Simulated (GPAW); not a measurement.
A computed Ag L₃-edge spectrum of one site in a crystal of Ag. Method: GPAW, PBE, excited-electron core hole (neutral cell) in a small cell, dipole transitions, broadening that rises with energy.

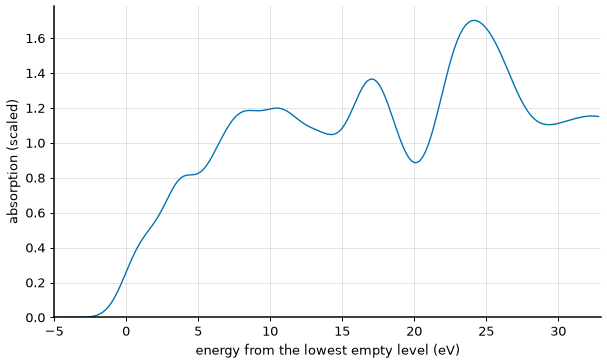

Energy from the lowest empty level; intensity scaled to a mean of 1 over the first 20 eV.

Which coordination does this site have?

At an L edge the dipole rule selects empty d and s states; the absorber's d shell is nominally full, so the onset shows only d character mixed into the empty bands. It is atom 1 of Ag (Silver, Fm-3m), with 12 Ag at 2.89 Å (cuboctahedral, site symmetry m-3m). Its main maxima below 30 eV lie at 10.4 eV (1.20), 17.0 eV (1.37) and 24.2 eV (1.70). A near-edge spectrum doesn't fix the structure by itself; it is matched against candidates. Only the L₃ part is meant: spin–orbit coupling of the core level isn't computed and the L₂ copy isn't added. The script folds with a Gaussian, whereas the core hole's own line is a Lorentzian, so the onset is too steep and the first peak too high. Lifetime broadening is put in by hand, and intensities beyond about 20 eV depend on it and on the partial waves. The structure is a published determination, not relaxed.

[Hosts, paths, dates, database ids (printed as entryN), source tags and the programs' standing remarks are cut or masked in the printed files.]

[Lists of maxima count a maximum above −3 eV only where it reaches 4 % of the highest in the window and stands out from its surroundings by 2 % of it (1.5 % where it reaches 55 %); shoulders and weaker maxima are passed over, and of the rest the first, up to two pre-edge ones and the few strongest are named.]
